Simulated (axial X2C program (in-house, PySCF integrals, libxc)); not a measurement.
# MoO: properties at the nuclei

Wanted for MoO: properties at the nuclei, at the two-component level.

The runs use an in-house X2C program for linear molecules on PySCF integrals; two-component X2C with atomic mean-field terms, Mo dyall-cv3z, O dyall-av3z.

All values are calculated.

**1. Input**

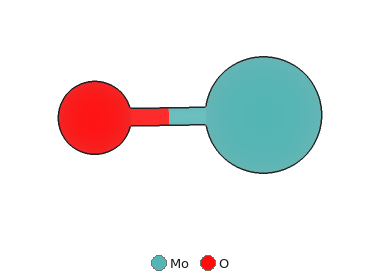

The two atoms at 1.780 Å (molybdenum teal, oxygen red).

Input file task.json:

```json
{"zs": [42, 8], "q": 0, "bas": ["dyall-cv3z", "dyall-av3z"], "r0": 1.78, "levels": ["PBE0", "HF", "r2SCAN", "TPSSh", "PBE50"], "nst": 3}
```

Keys: zs atomic numbers; q charge; bas basis sets; r0 starting distance in Å; levels methods (HF also brings MP2); nst determinants followed.

Command:

```
$ python soeom.py task.json out
```

Nuclei are Gaussian, cores are contracted, and the Gaunt term is on.

**2. Expectation values, lowest determinant**

R = 1.685 Å. State: Ω = 1 (excess of +ω over −ω: ω = -3/2, ω = 5/2).

Output of the PBE0 run:

```text
two-component X2C + atomic mean field  PBE0
basis functions 208  fitting functions 965  grid points 5072
iter        total energy     max residual
   1      -4121.746833610     8.28e-06
   2      -4121.746833618     7.25e-06
   3      -4121.746833619     4.68e-06
converged
one-electron -5892.73021321  Coulomb 1800.28081762  exact exchange -32.66782825  xc functional -100.24791598  nuclear repulsion 105.52139043  atomic mean-field constant -1.90308423
```

The highest occupied spinor is 51% Mo d, 25% O p, 16% Mo p.

```tsv
level	Eeff magnitude (GV/cm)	Ws magnitude Mo (kHz)	A∥/gI Mo (MHz)	qzz Mo (a.u.)	A∥/gI O (MHz)	qzz O (a.u.)	μ (D)
PBE0	1.45	0.842	1590	0.34	-136	-0.04	-3.24
HF	2.78	1.43	1110	-0.08	-296	-0.60	-3.27
r2SCAN	1.59	0.947	1620	0.29	-122	-0.06	-2.91
TPSSh	1.35	0.821	1550	0.24	-126	-0.08	-3.03
PBE50	1.69	0.958	1520	0.39	-154	-0.05	-3.69
```

Eeff is the effective electric field on the electron dipole moment in this Ω state and Ws the scalar–pseudoscalar constant (defined with the proton number Z and per Ω); A∥ is the parallel hyperfine constant, which follows by multiplying with the nuclear g factor gI = μI/(I μN); qzz is the electric field gradient, eQq0 = 234.96 MHz × Q/barn × qzz; μ is positive if O is the positive end. The operators were transformed with the bare-nucleus X2C matrices.

**3. Expectation values, a higher determinant**

R = 1.685 Å. State: Ω = 3 (excess of +ω over −ω: ω = 1/2, ω = 5/2), 0.09 eV above the lowest in the PBE0 search for states (made at or near this distance, with looser thresholds).

Output of the PBE0 run:

```text
two-component X2C + atomic mean field  PBE0
basis functions 208  fitting functions 965  grid points 5072
iter        total energy     max residual
   1      -4121.743490894     5.40e-06
   2      -4121.743490892     1.00e-05
   3      -4121.743490894     1.29e-06
converged
one-electron -5892.73276517  Coulomb 1800.28643955  exact exchange -32.66769453  xc functional -100.24777694  nuclear repulsion 105.52139043  atomic mean-field constant -1.90308423
```

The highest occupied spinor is 52% Mo d, 24% O p, 16% Mo p.

```tsv
level	Eeff magnitude (GV/cm)	Ws magnitude Mo (kHz)	A∥/gI Mo (MHz)	qzz Mo (a.u.)	A∥/gI O (MHz)	qzz O (a.u.)	μ (D)
PBE0	1.22	0.257	778	0.35	45.9	-0.04	-3.24
HF	2.61	0.457	559	-0.14	80.7	-0.62	-3.21
r2SCAN	1.49	0.307	791	0.27	44.2	-0.05	-2.90
TPSSh	1.09	0.244	766	0.25	43.3	-0.07	-3.03
PBE50	1.48	0.298	754	0.40	49.9	-0.05	-3.68
```

**4. Expectation values, a higher determinant**

R = 1.685 Å. State: Ω = 1 (excess of +ω over −ω: ω = -1/2, ω = 3/2), 0.88 eV above the lowest in the PBE0 search for states (made at or near this distance, with looser thresholds).

Output of the PBE0 run:

```text
two-component X2C + atomic mean field  PBE0
basis functions 208  fitting functions 965  grid points 5072
iter        total energy     max residual
   1      -4121.714606394     5.10e-06
   2      -4121.714606391     1.53e-05
   3      -4121.714606395     1.35e-06
   4      -4121.714606395     8.60e-07
converged
one-electron -5892.86703228  Coulomb 1800.37386262  exact exchange -32.64229533  xc functional -100.19744760  nuclear repulsion 105.52139043  atomic mean-field constant -1.90308423
```

The highest occupied spinor is 98% Mo d.

```tsv
level	Eeff magnitude (GV/cm)	Ws magnitude Mo (kHz)	A∥/gI Mo (MHz)	qzz Mo (a.u.)	A∥/gI O (MHz)	qzz O (a.u.)	μ (D)
PBE0	2.01	0.926	-1410	3.07	-10.7	-0.28	-3.34
HF	4.44	2.02	-1030	3.24	29.1	-0.16	-3.79
r2SCAN	1.79	0.831	-1480	2.86	-6.52	-0.28	-3.20
TPSSh	1.57	0.724	-1400	2.88	-10.8	-0.32	-3.29
PBE50	2.27	1.03	-1390	3.17	-7.7	-0.26	-3.77
```

**5. What came out**

| quantity | value |
| --- | --- |
| lowest determinant | Ω = 1 (excess of +ω over −ω: ω = -3/2, ω = 5/2) |
| Eeff magnitude (GV/cm), PBE0 | 1.45 |
| Ws magnitude Mo (kHz), PBE0 | 0.842 |
| A∥/gI Mo (MHz), PBE0 | 1590 |
| qzz Mo (a.u.), PBE0 | 0.34 |
| higher determinant | Ω = 3 (excess of +ω over −ω: ω = 1/2, ω = 5/2) |
| Eeff magnitude (GV/cm), PBE0, higher determinant | 1.22 |
| Ws magnitude Mo (kHz), PBE0, higher determinant | 0.257 |
| A∥/gI Mo (MHz), PBE0, higher determinant | 778 |
| qzz Mo (a.u.), PBE0, higher determinant | 0.35 |
| higher determinant | Ω = 1 (excess of +ω over −ω: ω = -1/2, ω = 3/2) |
| Eeff magnitude (GV/cm), PBE0, higher determinant | 2.01 |
| Ws magnitude Mo (kHz), PBE0, higher determinant | 0.926 |
| A∥/gI Mo (MHz), PBE0, higher determinant | -1410 |
| qzz Mo (a.u.), PBE0, higher determinant | 3.07 |

In the first state, the effective field runs from 1.35 to 2.78 GV/cm over the mean-field levels, so the levels don't agree on it. The expectation values come from single determinants, which for open shells can mix terms of unlike spin or miss the lowest Ω, so a determinant need not be a state. Eeff is the effective electric field on the electron dipole moment in this Ω state and Ws the scalar–pseudoscalar constant (defined with the proton number Z and per Ω); A∥ is the parallel hyperfine constant, which follows by multiplying with the nuclear g factor gI = μI/(I μN); qzz is the electric field gradient, eQq0 = 234.96 MHz × Q/barn × qzz; μ is positive if O is the positive end. The operators were transformed with the bare-nucleus X2C matrices. A second determinant lies within 0.1 eV of the first, so their order is not settled at this level.
